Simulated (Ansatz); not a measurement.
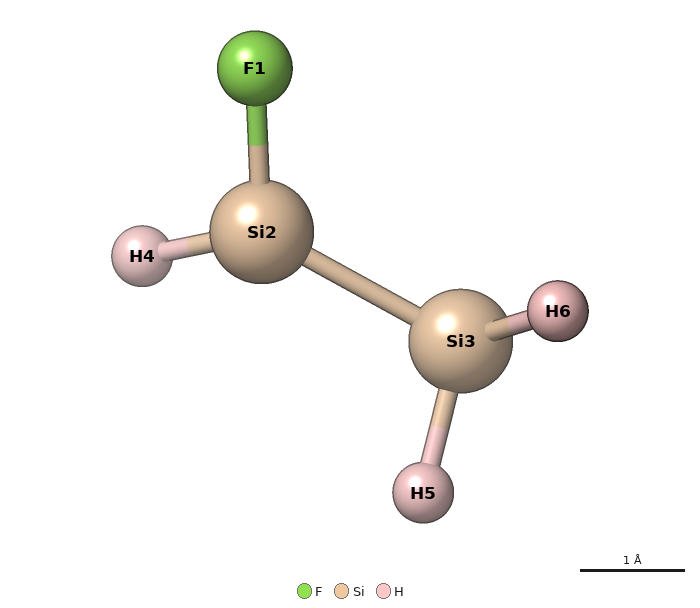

Orthographic view. Distant atoms are faded towards the background colour. The geometry was computed by an optimisation with PBE-D4/def2-SVP. No frequency run is at hand to confirm it as a minimum.

Write a Z-matrix (Å, degrees) in the order of the atom numbers, with these reference atoms: 2 to 1; 3 to 2, 1; 4 to 2, 1, 3; 5 to 3, 2, 4; 6 to 3, 5, 2.

```
F  
Si   1   1.641
Si   2   2.216   1   121.7
H    2   1.508   1   106.3   3  -145.4
H    3   1.513   2   104.7   4   -55.7
H    3   1.509   5   109.2   2   119.5
```
